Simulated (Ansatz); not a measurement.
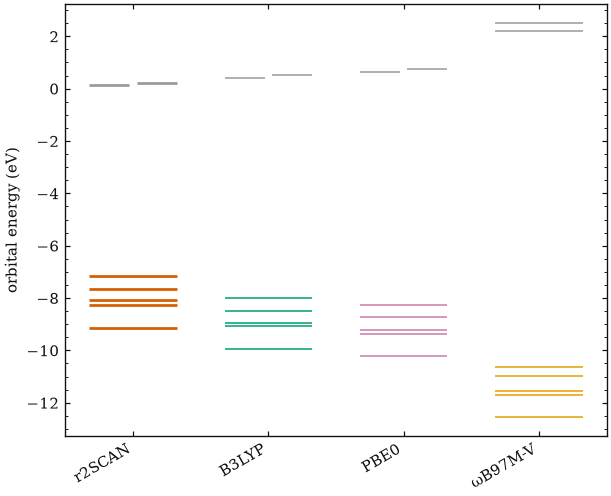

Frontier orbital energies of BSiNH₅OCl, SMILES NBO[SiH2]Cl at one geometry, def2-TZVPP, the Ansatz code, at a PBE0-D4/def2-TZVP geometry (no frequency check). Empty levels are grey, levels within 0.1 eV stand side by side; all columns show the same few orbitals around the gap.

Question: How do the frontier levels move from column to column?

Answer: The separation grows from 7.29 eV (r2SCAN) to 12.85 eV (ωB97M-V).

| level | HOMO (eV) | LUMO (eV) | separation (eV) |
| --- | --- | --- | --- |
| r2SCAN | −7.14 | 0.15 | 7.29 |
| B3LYP | −8.00 | 0.42 | 8.42 |
| PBE0 | −8.26 | 0.65 | 8.90 |
| ωB97M-V | −10.64 | 2.21 | 12.85 |

Limits of at least one run: empty levels above zero depend strongly on the basis; one conformer of a flexible molecule.
